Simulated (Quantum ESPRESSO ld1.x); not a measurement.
Ba²⁺: atomic calculation

System: the barium ion Ba²⁺ in the configuration [Kr] 4d10 5s2 5p5 7d1 (open shells shared over both j by 2j + 1).
Method: Dirac Kohn-Sham, BLYP, spin-unpolarised, spherical densities, point nucleus (Quantum ESPRESSO ld1.x 7.5).

Input:
```
 &input
    zed=56.0,
    iswitch=1,
    rel=2,
    dft='BLYP',
    config='[Kr] 4d10 5s2 5p5 7d1',
    rel_dist='average',
    lsmall=.true.,
    prefix='ld1',
    max_out_wfc=37,
    file_charge='ld1.rho',
 /
```

Hardware: 1 CPU thread, shared host.

Log:
```
     Program LD1 v.7.5 starts

     --------------------------- All-electron run ----------------------------

     dirac relativistic calculation

     atomic number is 56.00
     dft =BLYP   lsd =0 sic =0 latt =0  beta=0.20 tr2=1.0E-14
     Exchange-correlation= BLYP
                           (   1   3   1   3   0   0   0)
     mesh =2079 r(mesh) =  99.34993 a.u. xmin = -8.00 dx = 0.00800
     1 Ry =  13.60569312 eV, c = 137.03599908

     n l j   nl                  e(Ry)          e(Ha)          e(eV)
     Spin orbit split results
     1 0 0.5 1S 1( 2.00)     -2738.3856     -1369.1928    -37257.6340
     2 0 0.5 2S 1( 2.00)      -434.0498      -217.0249     -5905.5481
     2 1 0.5 2P 1( 2.00)      -408.9767      -204.4884     -5564.4121
     2 1 1.5 2P 1( 4.00)      -380.9062      -190.4531     -5182.4929
     3 0 0.5 3S 1( 2.00)       -92.8984       -46.4492     -1263.9467
     3 1 0.5 3P 1( 2.00)       -82.3760       -41.1880     -1120.7822
     3 1 1.5 3P 1( 4.00)       -76.9513       -38.4756     -1046.9757
     4 0 0.5 4S 1( 2.00)       -19.5203        -9.7602      -265.5874
     4 1 0.5 4P 1( 2.00)       -15.6954        -7.8477      -213.5470
     4 1 1.5 4P 1( 4.00)       -14.5613        -7.2806      -198.1159
     3 2 1.5 3D 1( 4.00)       -58.4855       -29.2428      -795.7364
     3 2 2.5 3D 1( 6.00)       -57.3290       -28.6645      -780.0003
     4 2 1.5 4D 1( 4.00)        -8.3131        -4.1565      -113.1055
     4 2 2.5 4D 1( 6.00)        -8.1201        -4.0600      -110.4792
     5 0 0.5 5S 1( 2.00)        -3.9908        -1.9954       -54.2978
     5 1 0.5 5P 1( 1.67)        -2.9589        -1.4794       -40.2578
     5 1 1.5 5P 1( 3.33)        -2.7895        -1.3948       -37.9536
     7 2 1.5 7D 1( 0.40)        -0.3516        -0.1758        -4.7839
     7 2 2.5 7D 1( 0.60)        -0.3497        -0.1748        -4.7577
     Averaged results
     1 0     1S 1( 2.00)     -2738.3856     -1369.1928    -37257.6340
     2 0     2S 1( 2.00)      -434.0498      -217.0249     -5905.5481
     2 1     2P 1( 6.00)      -390.2631      -195.1315     -5309.7993
     3 0     3S 1( 2.00)       -92.8984       -46.4492     -1263.9467
     3 1     3P 1( 6.00)       -78.7595       -39.3798     -1071.5779
     4 0     4S 1( 2.00)       -19.5203        -9.7602      -265.5874
     4 1     4P 1( 6.00)       -14.9393        -7.4697      -203.2596
     3 2     3D 1(10.00)       -57.7916       -28.8958      -786.2948
     4 2     4D 1(10.00)        -8.1973        -4.0986      -111.5297
     5 0     5S 1( 2.00)        -3.9908        -1.9954       -54.2978
     5 1     5P 1( 5.00)        -2.8460        -1.4230       -38.7217
     7 2     7D 1( 1.00)        -0.3505        -0.1752        -4.7682

     final scf error:  8.0E-15 reached in  70 iterations

     Etot =  -16276.719987 Ry,   -8138.359994 Ha, -221456.057194 eV

     Ekin =   17377.682929 Ry,    8688.841464 Ha,  236435.421120 eV
     Encl =  -39498.542427 Ry,  -19749.271214 Ha, -537405.047074 eV
     Eh   =    6240.674092 Ry,    3120.337046 Ha,   84908.696582 eV
     Exc  =    -396.534581 Ry,    -198.267291 Ha,   -5395.127822 eV

     normalization and overlap integrals

     s(1S/1S) =  1.000000  <r> =   0.0256  <r2> =    0.0009  r(max) =   0.0165
     s(1S/2S) =  0.000000
     s(1S/3S) = -0.000000
     s(1S/4S) =  0.000000
     s(1S/5S) =  0.000000
     s(2S/2S) =  1.000000  <r> =   0.1093  <r2> =    0.0141  r(max) =   0.0928
     s(2S/3S) =  0.000000
     s(2S/4S) =  0.000000
     s(2S/5S) =  0.000000
     s(2P/2P) =  1.000000  <r> =   0.0919  <r2> =    0.0104  r(max) =   0.0713
     s(2P/3P) =  0.000000
     s(2P/4P) =  0.000000
     s(2P/5P) =  0.000000
     s(2P/2P) =  1.000000  <r> =   0.0979  <r2> =    0.0117  r(max) =   0.0760
     s(2P/3P) =  0.000000
     s(2P/4P) =  0.000000
     s(2P/5P) =  0.000000
     s(3S/3S) =  1.000000  <r> =   0.2917  <r2> =    0.0973  r(max) =   0.2668
     s(3S/4S) =  0.000000
     s(3S/5S) =  0.000000
     s(3P/3P) =  1.000000  <r> =   0.2816  <r2> =    0.0921  r(max) =   0.2522
     s(3P/4P) =  0.000000
     s(3P/5P) =  0.000000
     s(3P/3P) =  1.000000  <r> =   0.2935  <r2> =    0.0999  r(max) =   0.2646
     s(3P/4P) =  0.000000
     s(3P/5P) =  0.000000
     s(4S/4S) =  1.000000  <r> =   0.6737  <r2> =    0.5123  r(max) =   0.6229
     s(4S/5S) =  0.000000
     s(4P/4P) =  1.000000  <r> =   0.6966  <r2> =    0.5521  r(max) =   0.6380
     s(4P/5P) =  0.000000
     s(4P/4P) =  1.000000  <r> =   0.7238  <r2> =    0.5959  r(max) =   0.6588
     s(4P/5P) =  0.000000
     s(3D/3D) =  1.000000  <r> =   0.2644  <r2> =    0.0826  r(max) =   0.2132
     s(3D/4D) =  0.000000
     s(3D/7D) =  0.000000
     s(3D/3D) =  1.000000  <r> =   0.2681  <r2> =    0.0848  r(max) =   0.2167
     s(3D/4D) = -0.000000
     s(3D/7D) = -0.000000
     s(4D/4D) =  1.000000  <r> =   0.7935  <r2> =    0.7313  r(max) =   0.6912
     s(4D/7D) =  0.000000
     s(4D/4D) =  1.000000  <r> =   0.8034  <r2> =    0.7495  r(max) =   0.6967
     s(4D/7D) = -0.000000
     s(5S/5S) =  1.000000  <r> =   1.6039  <r2> =    2.8834  r(max) =   1.4545
     s(5P/5P) =  1.000000  <r> =   1.7905  <r2> =    3.6127  r(max) =   1.6010
     s(5P/5P) =  1.000000  <r> =   1.8622  <r2> =    3.9064  r(max) =   1.6664
     s(7D/7D) =  1.000000  <r> =  10.1258  <r2> =  114.3620  r(max) =  10.4088
     s(7D/7D) =  1.000000  <r> =  10.1359  <r2> =  114.7879  r(max) =  10.4924

     ------------------------ End of All-electron run ------------------------
```

Orbitals:

```csv
orbital,occupation,energy (eV),⟨r⟩ (bohr),outer maximum (bohr)
1s,2,−37257.6,0.02558,0.0165
2s,2,−5905.5,0.1093,0.0928
2p1/2,2,−5564.4,0.09192,0.0713
2p3/2,4,−5182.5,0.09792,0.0760
3s,2,−1263.9,0.2917,0.267
3p1/2,2,−1120.8,0.2816,0.252
3p3/2,4,−1047.0,0.2935,0.265
3d3/2,4,−795.736,0.2644,0.213
3d5/2,6,−780.000,0.2681,0.217
4s,2,−265.587,0.6737,0.623
4p1/2,2,−213.547,0.6966,0.638
4p3/2,4,−198.116,0.7238,0.659
4d3/2,4,−113.106,0.7935,0.691
4d5/2,6,−110.479,0.8034,0.697
5s,2,−54.298,1.604,1.45
5p1/2,1.667,−40.258,1.790,1.60
5p3/2,3.333,−37.954,1.862,1.67
7d3/2,0.4,−4.784,10.13,10.4
7d5/2,0.6,−4.758,10.14,10.5
```

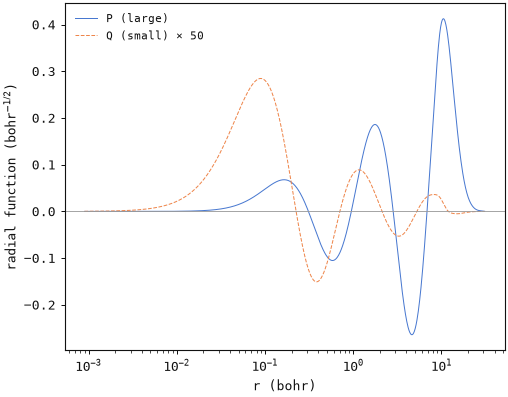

Figure 1. The large and small radial components of the 7d3/2 spinor. The spinor has κ = 2: the large component has l = 2 and 4 radial nodes (r = 0.310, 0.951, 2.84 and 6.87 bohr), the small one has l = 1. The small component carries 0.0011 % of the norm; ⟨r⟩ = 10.1 bohr and the eigenvalue is −4.78 eV.

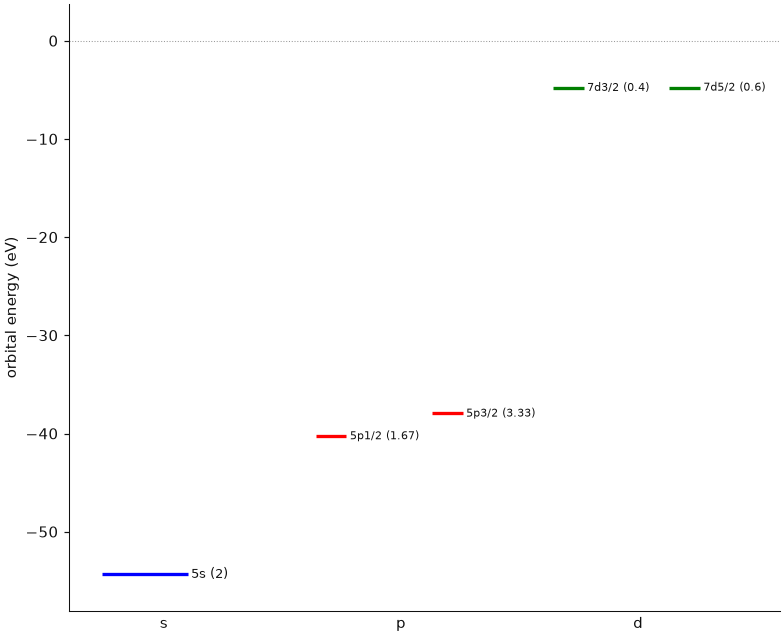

Figure 2. The outer levels are drawn (occupations in brackets, the lower j at the left of each column). The highest occupied level is 7d5/2 at −4.76 eV. From the top down the occupied levels run 7d5/2 (−4.76 eV), 7d3/2 (−4.78 eV), 5p3/2 (−38.0 eV), 5p1/2 (−40.3 eV), 5s (−54.3 eV). Spin-orbit splittings: 7d 0.0262 eV, 5p 2.30 eV.

Key numbers:

```
                       quantity                value
                        outcome            converged
                   total energy   −8138.3600 hartree
                 kinetic energy    8688.8415 hartree
        electron–nucleus energy  −19749.2712 hartree
                 Hartree energy    3120.3370 hartree
    exchange–correlation energy  −198.267291 hartree
radius at density 0.001 e/bohr³            3.65 bohr
                 SCF iterations                   70
                      wall time                2.1 s
```

Notes:

This is an excited configuration.
